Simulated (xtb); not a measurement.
# Molecular dynamics of GaBHOF (charge +1) (part 2 of 5)

The same run, continued: GaBHOF, charge +1, multiplicity 2; GFN2-xTB (xtb 6.7.1). The geometry is that of the parent species in another charge or spin state. The geometry comes from this level: RDKit embedding + MMFF94.

Geometry of the input (Å):
```
F  -2.2422  -0.6900  -0.0105
B  -1.0022  0.0192  -0.2883
O  -0.2434  1.2193  0.0940
Ga 1.1454  -0.2029  -0.1721
H  2.3424  -0.3456  0.7336
```

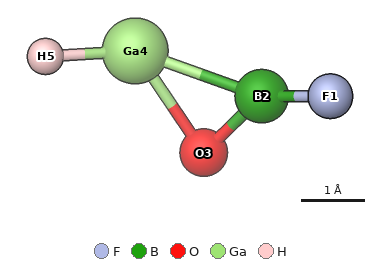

Fig. 1: The structure as given in the input (ball-and-stick view, seen at a tilt; atoms are numbered from 1 in the order of the input). Sticks mark near contacts.

**Output, continued**
```
........................................................................
.............................. CYCLE    5 ..............................
........................................................................

 iter      E             dE          RMSdq      gap      omega  full diag
   1    -11.4369051 -0.114369E+02  0.168E+00    4.36       0.0  T
   2    -11.4372340 -0.328936E-03  0.112E+00    4.35       1.0  T
   3    -11.4371479  0.860942E-04  0.313E-01    4.39       1.0  T
   4    -11.4372910 -0.143124E-03  0.165E-01    4.35       1.0  T
   5    -11.4373072 -0.161644E-04  0.307E-02    4.36       1.5  T
   6    -11.4373073 -0.940893E-07  0.523E-03    4.36       8.6  T
   7    -11.4373073 -0.794288E-08  0.136E-03    4.36      32.9  T
   8    -11.4373073 -0.280989E-09  0.496E-04    4.36      90.2  T
   9    -11.4373073 -0.802522E-10  0.476E-05    4.36     939.0  T
     SCC iter.                  ...        0 min,  0.001 sec
     gradient                   ...        0 min,  0.001 sec
 * total energy  :   -11.3532571 Eh     change       -0.1320506E-01 Eh
   gradient norm :     0.0462431 Eh/α   predicted    -0.1170093E-01 ( -11.39%)
   displ. norm   :     0.4285077 α      lambda       -0.1279100E-01
   maximum displ.:     0.3000000 α      in ANC's #5, #2, #1, ...

........................................................................
.............................. CYCLE    6 ..............................
........................................................................

 iter      E             dE          RMSdq      gap      omega  full diag
   1    -11.4143613 -0.114144E+02  0.145E+00    3.53       0.0  T
   2    -11.4147911 -0.429750E-03  0.850E-01    3.50       1.0  T
   3    -11.4147371  0.539040E-04  0.394E-01    3.63       1.0  T
   4    -11.4148496 -0.112403E-03  0.132E-01    3.58       1.0  T
   5    -11.4148692 -0.196808E-04  0.442E-02    3.60       1.0  T
   6    -11.4148703 -0.103388E-05  0.909E-03    3.59       4.9  T
   7    -11.4148703 -0.235855E-07  0.364E-03    3.59      12.3  T
   8    -11.4148703 -0.770578E-08  0.460E-04    3.59      97.2  T
   9    -11.4148703 -0.237517E-10  0.861E-05    3.59     519.7  T
     SCC iter.                  ...        0 min,  0.001 sec
     gradient                   ...        0 min,  0.000 sec
 * total energy  :   -11.3556752 Eh     change       -0.2418078E-02 Eh
   gradient norm :     0.0631638 Eh/α   predicted    -0.7199034E-02 ( 197.72%)
   displ. norm   :     0.2430912 α      lambda       -0.7936466E-02
   maximum displ.:     0.1713409 α      in ANC's #4, #2, #3, ...

........................................................................
.............................. CYCLE    7 ..............................
........................................................................

 iter      E             dE          RMSdq      gap      omega  full diag
   1    -11.4367646 -0.114368E+02  0.128E+00    4.24       0.0  T
   2    -11.4369976 -0.233028E-03  0.792E-01    4.28       1.0  T
   3    -11.4369882  0.944069E-05  0.144E-01    4.31       1.0  T
   4    -11.4370016 -0.134235E-04  0.511E-02    4.29       1.0  T
   5    -11.4370064 -0.480815E-05  0.200E-02    4.30       2.2  T
   6    -11.4370066 -0.164263E-06  0.306E-03    4.29      14.6  T
   7    -11.4370066 -0.625800E-09  0.961E-04    4.29      46.5  T
   8    -11.4370066 -0.236735E-09  0.306E-04    4.29     145.9  T
     SCC iter.                  ...        0 min,  0.001 sec
     gradient                   ...        0 min,  0.000 sec
 * total energy  :   -11.3601259 Eh     change       -0.4450688E-02 Eh
   gradient norm :     0.0374311 Eh/α   predicted    -0.4202727E-02 (  -5.57%)
   displ. norm   :     0.3367734 α      lambda       -0.3667587E-02
   maximum displ.:     0.2793053 α      in ANC's #3, #1, #4, ...

........................................................................
.............................. CYCLE    8 ..............................
........................................................................

 iter      E             dE          RMSdq      gap      omega  full diag
   1    -11.4451412 -0.114451E+02  0.934E-01    4.66       0.0  T
   2    -11.4452258 -0.846039E-04  0.576E-01    4.70       1.0  T
   3    -11.4451959  0.299454E-04  0.130E-01    4.70       1.0  T
   4    -11.4452350 -0.391048E-04  0.661E-02    4.72       1.0  T
   5    -11.4452372 -0.219992E-05  0.315E-02    4.72       1.4  T
   6    -11.4452375 -0.313359E-06  0.335E-03    4.71      13.4  T
   7    -11.4452375 -0.541805E-09  0.604E-04    4.71      74.1  T
   8    -11.4452375 -0.624318E-10  0.147E-04    4.71     304.9  T
     SCC iter.                  ...        0 min,  0.001 sec
     gradient                   ...        0 min,  0.000 sec
 * total energy  :   -11.3625511 Eh     change       -0.2425259E-02 Eh
   gradient norm :     0.0341598 Eh/α   predicted    -0.2041779E-02 ( -15.81%)
   displ. norm   :     0.5607752 α      lambda       -0.6243130E-02
   maximum displ.:     0.3000000 α      in ANC's #1, #3, #4, ...

........................................................................
.............................. CYCLE    9 ..............................
........................................................................

 iter      E             dE          RMSdq      gap      omega  full diag
   1    -11.4375736 -0.114376E+02  0.187E+00    4.77       0.0  T
   2    -11.4376191 -0.454997E-04  0.112E+00    4.76       1.0  T
   3    -11.4375856  0.335025E-04  0.140E-01    4.79       1.0  T
   4    -11.4376290 -0.434224E-04  0.523E-02    4.76       1.0  T
   5    -11.4376315 -0.255118E-05  0.118E-02    4.77       3.8  T
   6    -11.4376316 -0.633300E-07  0.264E-03    4.77      16.9  T
   7    -11.4376316 -0.872111E-09  0.880E-04    4.77      50.8  T
   8    -11.4376316 -0.158106E-09  0.209E-04    4.77     213.5  T
     SCC iter.                  ...        0 min,  0.001 sec
     gradient                   ...        0 min,  0.000 sec
 * total energy  :   -11.3671973 Eh     change       -0.4646163E-02 Eh
   gradient norm :     0.0326212 Eh/α   predicted    -0.3880814E-02 ( -16.47%)
   displ. norm   :     0.4047320 α      lambda       -0.5951969E-02
   maximum displ.:     0.3000000 α      in ANC's #4, #5, #3, ...

........................................................................
.............................. CYCLE   10 ..............................
........................................................................

 iter      E             dE          RMSdq      gap      omega  full diag
   1    -11.4280365 -0.114280E+02  0.208E+00    4.63       0.0  T
   2    -11.4282852 -0.248715E-03  0.126E+00    4.57       1.0  T
   3    -11.4280061  0.279074E-03  0.340E-01    4.67       1.0  T
   4    -11.4283438 -0.337621E-03  0.679E-02    4.60       1.0  T
   5    -11.4283474 -0.364393E-05  0.279E-02    4.60       1.6  T
   6    -11.4283475 -0.941782E-07  0.277E-03    4.60      16.2  T
   7    -11.4283475 -0.970390E-09  0.839E-04    4.60      53.3  T
   8    -11.4283475 -0.984581E-10  0.168E-04    4.60     265.4  T
     SCC iter.                  ...        0 min,  0.000 sec
     gradient                   ...        0 min,  0.000 sec
 * total energy  :   -11.3681935 Eh     change       -0.9961830E-03 Eh
   gradient norm :     0.0653495 Eh/α   predicted    -0.2657450E-02 ( 166.76%)
   displ. norm   :     0.2546029 α      lambda       -0.4319017E-02
   maximum displ.:     0.1842320 α      in ANC's #3, #4, #2, ...

........................................................................
.............................. CYCLE   11 ..............................
........................................................................

 iter      E             dE          RMSdq      gap      omega  full diag
   1    -11.4388768 -0.114389E+02  0.125E+00    4.93       0.0  T
   2    -11.4389743 -0.975473E-04  0.776E-01    4.96       1.0  T
   3    -11.4389289  0.454065E-04  0.122E-01    4.96       1.0  T
   4    -11.4389806 -0.516597E-04  0.699E-02    4.99       1.0  T
   5    -11.4389844 -0.387032E-05  0.321E-02    4.98       1.4  T
   6    -11.4389847 -0.287734E-06  0.190E-03    4.98      23.6  T
   7    -11.4389847 -0.410315E-09  0.691E-04    4.98      64.7  T
   8    -11.4389847 -0.511111E-10  0.754E-05    4.98     593.5  T
     SCC iter.                  ...        0 min,  0.001 sec
     gradient                   ...        0 min,  0.000 sec
 * total energy  :   -11.3710678 Eh     change       -0.2874292E-02 Eh
   gradient norm :     0.0358477 Eh/α   predicted    -0.2299496E-02 ( -20.00%)
   displ. norm   :     0.3458174 α      lambda       -0.3529994E-02
   maximum displ.:     0.2417368 α      in ANC's #1, #2, #4, ...

........................................................................
.............................. CYCLE   12 ..............................
........................................................................

 iter      E             dE          RMSdq      gap      omega  full diag
   1    -11.4536130 -0.114536E+02  0.189E+00    5.09       0.0  T
   2    -11.4536852 -0.721930E-04  0.115E+00    5.09       1.0  T
   3    -11.4536732  0.120534E-04  0.102E-01    5.11       1.0  T
   4    -11.4536878 -0.145783E-04  0.333E-02    5.11       1.3  T
   5    -11.4536902 -0.246027E-05  0.154E-02    5.11       2.9  T
   6    -11.4536903 -0.104916E-06  0.214E-03    5.11      20.9  T
   7    -11.4536903 -0.467807E-09  0.807E-04    5.10      55.4  T
   8    -11.4536903 -0.184412E-09  0.934E-05    5.11     479.0  T
     SCC iter.                  ...        0 min,  0.001 sec
     gradient                   ...        0 min,  0.000 sec
 * total energy  :   -11.3730438 Eh     change       -0.1976032E-02 Eh
   gradient norm :     0.0242274 Eh/α   predicted    -0.1976073E-02 (   0.00%)
   displ. norm   :     0.4877857 α      lambda       -0.3551038E-02
   maximum displ.:     0.3000000 α      in ANC's #3, #4, #2, ...

........................................................................
.............................. CYCLE   13 ..............................
........................................................................

 iter      E             dE          RMSdq      gap      omega  full diag
   1    -11.4508212 -0.114508E+02  0.221E+00    5.11       0.0  T
   2    -11.4508698 -0.486350E-04  0.133E+00    5.10       1.0  T
   3    -11.4508644  0.541650E-05  0.107E-01    5.11       1.0  T
   4    -11.4508720 -0.762433E-05  0.354E-02    5.11       1.3  T
   5    -11.4508720 -0.197545E-07  0.216E-02    5.11       2.1  T
   6    -11.4508725 -0.496700E-06  0.157E-03    5.11      28.5  T
   7    -11.4508725 -0.390010E-09  0.734E-04    5.11      60.9  T
   8    -11.4508725 -0.717755E-10  0.106E-04    5.11     422.0  T
     SCC iter.                  ...        0 min,  0.000 sec
     gradient                   ...        0 min,  0.000 sec
 * total energy  :   -11.3753958 Eh     change       -0.2351997E-02 Eh
   gradient norm :     0.0388462 Eh/α   predicted    -0.1971828E-02 ( -16.16%)
   displ. norm   :     0.4105598 α      lambda       -0.2646865E-02
   maximum displ.:     0.2321162 α      in ANC's #2, #4, #3, ...

........................................................................
.............................. CYCLE   14 ..............................
........................................................................

 iter      E             dE          RMSdq      gap      omega  full diag
   1    -11.4494366 -0.114494E+02  0.210E+00    5.07       0.0  T
   2    -11.4495270 -0.904165E-04  0.126E+00    5.05       1.0  T
   3    -11.4494545  0.725006E-04  0.171E-01    5.06       1.0  T
   4    -11.4495408 -0.862346E-04  0.429E-02    5.06       1.0  T
   5    -11.4495423 -0.154853E-05  0.158E-02    5.06       2.8  T
   6    -11.4495423 -0.104470E-07  0.226E-03    5.06      19.8  T
   7    -11.4495423 -0.388830E-09  0.910E-04    5.06      49.1  T
   8    -11.4495423 -0.332372E-09  0.106E-04    5.06     420.9  T
     SCC iter.                  ...        0 min,  0.001 sec
     gradient                   ...        0 min,  0.000 sec
 * total energy  :   -11.3773683 Eh     change       -0.1972498E-02 Eh
   gradient norm :     0.0181545 Eh/α   predicted    -0.1546510E-02 ( -21.60%)
   displ. norm   :     0.4362448 α      lambda       -0.2131000E-02
   maximum displ.:     0.2754581 α      in ANC's #2, #4, #6, ...

........................................................................
.............................. CYCLE   15 ..............................
........................................................................

 iter      E             dE          RMSdq      gap      omega  full diag
   1    -11.4521884 -0.114522E+02  0.229E+00    5.02       0.0  T
   2    -11.4522400 -0.516311E-04  0.138E+00    5.00       1.0  T
   3    -11.4522174  0.226641E-04  0.112E-01    5.00       1.0  T
   4    -11.4522445 -0.271140E-04  0.600E-02    4.99       1.0  T
   5    -11.4522480 -0.347232E-05  0.157E-02    5.00       2.8  T
   6    -11.4522480 -0.144104E-07  0.251E-03    5.00      17.8  T
   7    -11.4522480 -0.573618E-09  0.809E-04    5.00      55.3  T
   8    -11.4522480 -0.189750E-09  0.906E-05    5.00     493.8  T
     SCC iter.                  ...        0 min,  0.001 sec
     gradient                   ...        0 min,  0.000 sec
 * total energy  :   -11.3790160 Eh     change       -0.1647734E-02 Eh
   gradient norm :     0.0168750 Eh/α   predicted    -0.1268275E-02 ( -23.03%)
   displ. norm   :     0.4772087 α      lambda       -0.1744394E-02
   maximum displ.:     0.2832977 α      in ANC's #2, #6, #1, ...

........................................................................
.............................. CYCLE   16 ..............................
........................................................................

 iter      E             dE          RMSdq      gap      omega  full diag
   1    -11.4540500 -0.114540E+02  0.258E+00    4.97       0.0  T
   2    -11.4540654 -0.154517E-04  0.157E+00    4.94       1.0  T
   3    -11.4540575  0.793105E-05  0.764E-02    4.93       1.0  T
   4    -11.4540660 -0.845647E-05  0.549E-02    4.92       1.0  T
   5    -11.4540690 -0.308384E-05  0.709E-03    4.93       6.3  T
   6    -11.4540691 -0.139629E-07  0.139E-03    4.93      32.2  T
   7    -11.4540691 -0.835261E-10  0.351E-04    4.93     127.5  T
   8    -11.4540691 -0.305604E-10  0.831E-05    4.93     538.3  T
     SCC iter.                  ...        0 min,  0.001 sec
     gradient                   ...        0 min,  0.000 sec
 * total energy  :   -11.3804262 Eh     change       -0.1410112E-02 Eh
   gradient norm :     0.0169321 Eh/α   predicted    -0.1070819E-02 ( -24.06%)
   displ. norm   :     0.5184741 α      lambda       -0.1692158E-02
   maximum displ.:     0.2894364 α      in ANC's #2, #6, #1, ...

........................................................................
.............................. CYCLE   17 ..............................
........................................................................
```
